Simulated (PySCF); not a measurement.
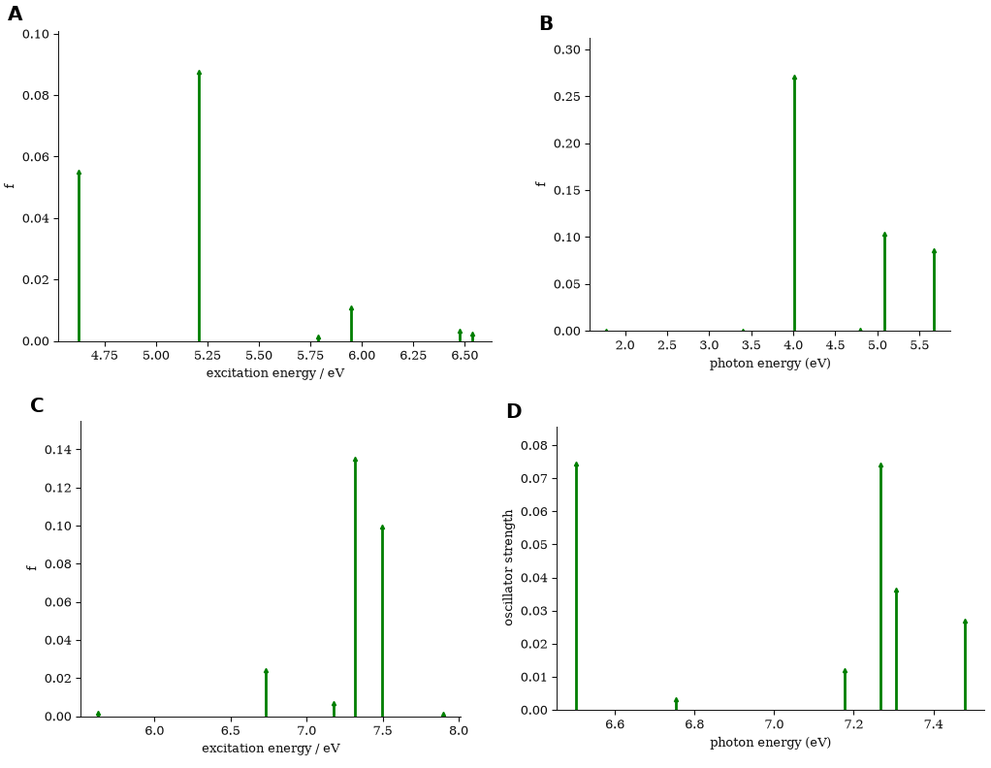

Vertical TDDFT excitations, PBE0/def2-SVPD in PySCF 2.14.0, at a GFN2-xTB geometry (no frequency check), gas phase. Each panel shows the lowest singlet states that were computed.

Question: Pair each panel with its molecule.
1. C₆H₅NS, SMILES CCC#CC(=S)C#N
2. C₆H₉P, SMILES Cc1c[pH]c(C)c1
3. C₅H₉N, SMILES CC1=NCCC1
4. C₆H₁₀O, SMILES COC[C@@H]1C=CC1

Answer: A: 2 (S1 at 4.62 eV, brightest at 5.21 eV)
B: 1 (S1 at 1.78 eV, brightest at 4.01 eV)
C: 3 (S1 at 5.63 eV, brightest at 7.32 eV)
D: 4 (S1 at 6.50 eV, brightest at 6.50 eV)

Caveats, for all or some of the runs: core orbitals are frozen in the response; one conformer of a flexible molecule; states above the negative HOMO energy depend on the basis; the tight-binding geometry is rougher than a DFT one and adds to the error.
